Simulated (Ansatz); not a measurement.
These are PBE (plane waves to 420 eV, PAW; Ansatz, an electronic-structure program) values and carry that method's errors.

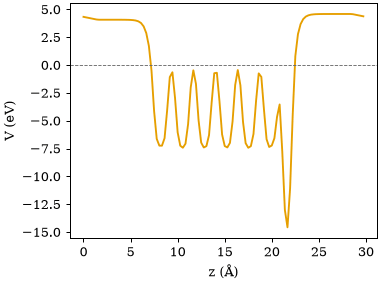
Fig. 1. Planar average of the electrostatic potential across the slab, in eV from the Fermi level, for a constructed model of the (111) surface of fcc Al, a pseudomorphic layer of Ni in the other hollow (bottom of the slab: a bare face, its two planes held)

Slab: 7 atoms, 13.6 Å thick at the start with caps and adatoms (thin: gaps and levels are the slab's own); k 15x15x1, smearing 0.1 eV, dipole-corrected; 2 atoms held, the rest relaxed; symmetry of the start imposed; spin-polarised, no spin-orbit, no U. The starting moment vanished. In PBE it lies 0.02 eV a 1x1 cell over the lowest computed structure of the same composition (a pseudomorphic layer of Ni in the host's stacking).

The vacuum level lies 4.59 eV above the Fermi level over the top face and 4.07 eV above it under the bottom face.
